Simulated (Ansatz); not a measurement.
```sh
ansatz run in.yaml --threads 2 --pin off --events-out ev --progress --plain --max-ram 4352MiB
```

```yaml
crystal:
  periodic: [false, false, false]
  atoms:
    - {symbol: C, position_ang: [-1.292854, 0.545815, -1.013791]}
    - {symbol: N, position_ang: [-0.584117, -0.468906, -0.610980]}
    - {symbol: Sn, position_ang: [0.883889, -0.524232, 0.892057]}
    - {symbol: H, position_ang: [-0.773011, -1.341756, -1.092466]}
    - {symbol: H, position_ang: [-0.995332, 1.433603, -0.414440]}
    - {symbol: H, position_ang: [0.869188, 1.083988, 1.440488]}
    - {symbol: H, position_ang: [2.371552, -0.983802, 0.193825]}
    - {symbol: H, position_ang: [0.410773, -1.648755, 2.085306]}
basis:
  gaussian: {orbitals: def2-TZVPP}
hamiltonian: {xc: pbe, dispersion: d4}
```

What structure does this define?

Formula CH5NSn. Coordination: 1 C bent; 1 N trigonal planar; 1 Sn tetrahedral.

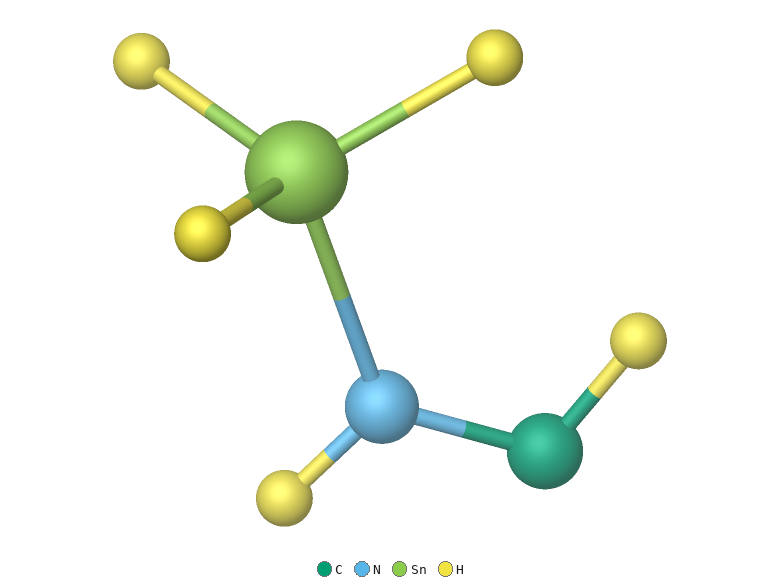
